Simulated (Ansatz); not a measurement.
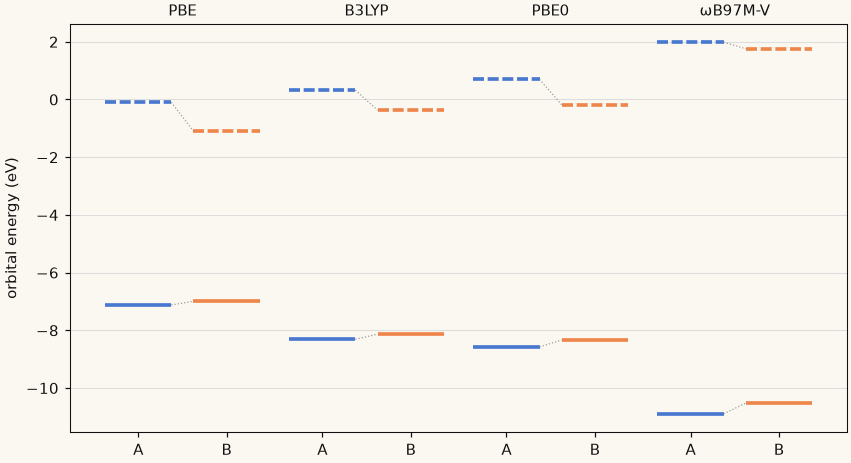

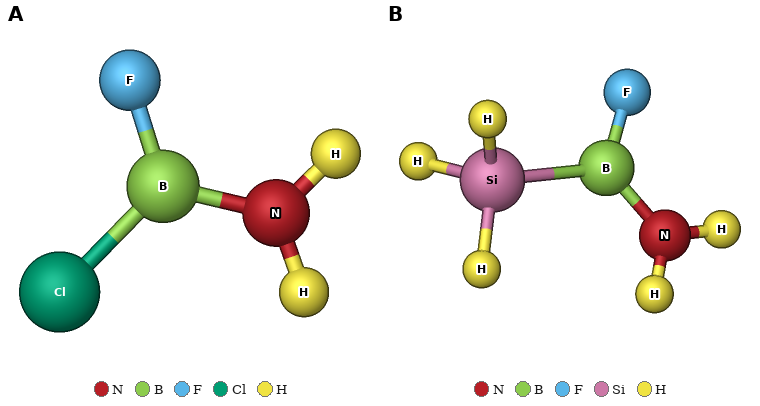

One change: A, BNH₂ClF (SMILES NB(F)Cl), becomes B, BSiNH₅F (SMILES NB(F)[SiH3]). Cl on B is replaced by SiH₃. HOMO (solid) and LUMO (dashed) computed in def2-TZVPP at PBE0-D4/def2-TZVP geometries, both minima by their frequencies, gas phase, the Ansatz code. Empty levels above zero depend strongly on the basis.

Question: What does the change do to HOMO and LUMO?

Answer: PBE: the HOMO rises by 0.13 eV, the LUMO falls by 1.00 eV, and the separation goes from 7.03 to 5.90 eV. B3LYP: the HOMO rises by 0.18 eV, the LUMO falls by 0.70 eV, and the separation goes from 8.63 to 7.76 eV. PBE0: the HOMO rises by 0.24 eV, the LUMO falls by 0.88 eV, and the separation goes from 9.27 to 8.16 eV. ωB97M-V: the HOMO rises by 0.38 eV, the LUMO falls by 0.23 eV, and the separation goes from 12.88 to 12.28 eV.

Question: Do the functionals agree on the effect?

Answer: They agree on the direction for both levels; the HOMO shift lies between 0.13 and 0.38 eV and the LUMO shift between −1.00 and −0.23 eV, while the separations themselves differ by up to 6.4 eV between functionals.
